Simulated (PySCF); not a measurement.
Excited-state calculation, with input and output: C2H5OPSi

C2H5OPSi, SMILES O=C=PC[SiH3], computed with TDA (BLYP)/ANO-RCC-VDZ, RKS, sfX2C (PySCF 2.14.0).

The geometry comes from this level: GFN2-xTB.

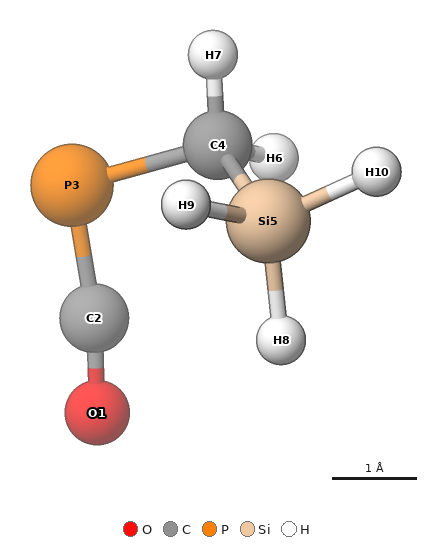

*The structure (ball-and-stick view, seen at a tilt; atoms are numbered from 1 in the order of the input).*

Bond lengths as drawn: C–H 1.09 Å, C–O 1.16 Å, C–P 1.64 to 1.88 Å, C–Si 1.91 Å and H–Si 1.46 Å.

### Input file (input.py)
```python
from pyscf import gto, dft, tdscf

system = gto.Mole()
system.atom = 'input.xyz'
system.max_memory = 1860
system.basis = 'ano-rcc-vdz'
system.spin = 0
system.verbose = 3
system.build()

myscf = dft.RKS(system)
myscf.xc = 'blyp'
myscf = myscf.x2c()
myscf.grids.level = 4
myscf.conv_tol = 1e-10
myscf.kernel()
if not myscf.converged:
    myscf = myscf.newton().run(myscf.mo_coeff, myscf.mo_occ)

etot = myscf.e_tot
print('E(%s) = %.9f' % ('BLYP', etot))

td = myscf.TDA()
td.nstates = 3
td.kernel()
td.analyze()
roots = td.e * 27.211386
osc = td.oscillator_strength()
print('state   eV      nm      f')
for i, (w, f) in enumerate(zip(roots, osc), 1):
    print('%3d %9.4f %8.1f %9.5f' % (i, w, 1239.842 / w, f))
```

### File input.xyz
```
10
C2H5OPSi
O     -2.964900    -0.261000    -0.742380
C     -2.188570    -0.059410     0.101530
P     -1.267960     0.189190     1.435930
C      0.314130     0.748780     0.594830
Si     1.109400    -0.590280    -0.511920
H      0.102690     1.664460     0.044120
H      0.980010     1.012860     1.417480
H      0.223350    -0.837180    -1.649470
H      1.295020    -1.805940     0.277510
H      2.396820    -0.061480    -0.967640
```

Run on 1 thread of Arm Neoverse V1, 24 GiB of memory available, shared host.

Launch command:
```bash
OMP_NUM_THREADS=1 python input.py
```

### The program's output
```
converged SCF energy = -786.682016035406
E(BLYP) = -786.682016035
Excitation energies (eV)
[2.79128374 4.60444721 5.08905708]

** Singlet excitation energies and oscillator strengths **
state   eV      nm      f
  1    2.7913    444.2   0.00147
  2    4.6044    269.3   0.00594
  3    5.0891    243.6   0.01707
```

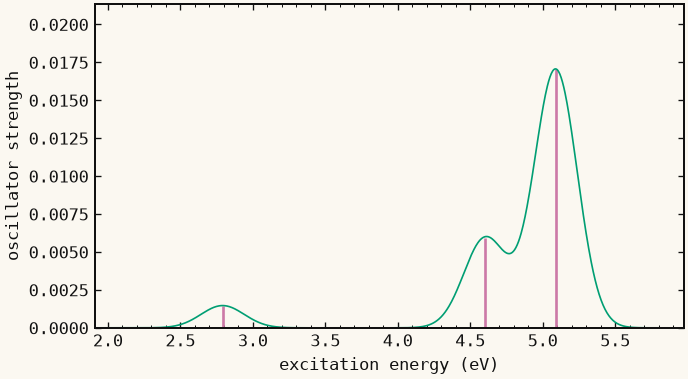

*Computed excitations as sticks (degenerate states added up, dark ones marked on the axis), with a Gaussian envelope of 0.35 eV full width at half maximum, scaled to the tallest.*

Of the 3 states the lowest lies at 2.79 eV (f = 0.001); the strongest line is at 5.09 eV, or 244 nm (f = 0.017).

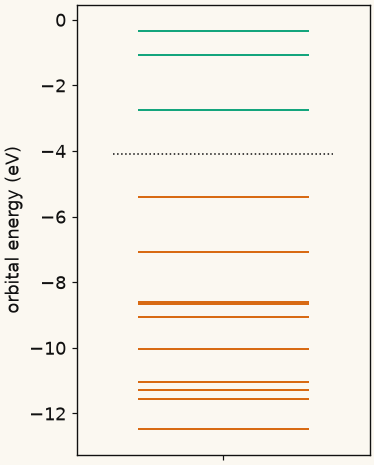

*Orbital energies near the frontier; the dotted line parts filled from empty levels, and levels within 0.02 eV of each other stand side by side.*

Highest filled −5.41 eV, lowest empty −2.77 eV, 2.64 eV apart.

### Results in brief

```tsv
quantity	value
outcome	converged
total energy	−786.682016 hartree
basis functions	63
HOMO	−5.41 eV
LUMO	−2.77 eV
dipole moment	2.05 D
lowest excitation	2.79 eV
wall time	89 s
peak memory	0.53 GiB
```
